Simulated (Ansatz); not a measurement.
Pressure series in Be

The reference is Be in the hcp (Mg type) structure (space group P6_3/mmc, No. 194; a = 2.265 Å, c = 3.561 Å).

Cell and atoms are relaxed at each pressure.

The values are results of PBE/PAW in Ansatz (an electronic-structure program), no SOC, not measurements.

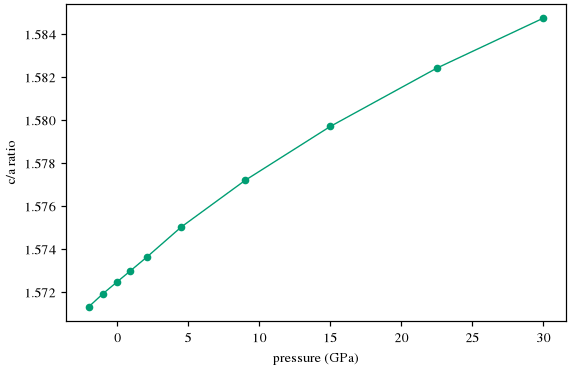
c/a ratio against pressure

Question: From the plot, what is the c/a ratio for pressure 15 GPa?

Answer: About 1.580.

Question: Is the trend monotonic over the range shown?

Answer: Yes, it rises throughout, spanning 1.571 to 1.585.

Load acts through the strain it causes; cell and atoms are relaxed under it. Stability against distortions was not tested. No other phases were tried under pressure.
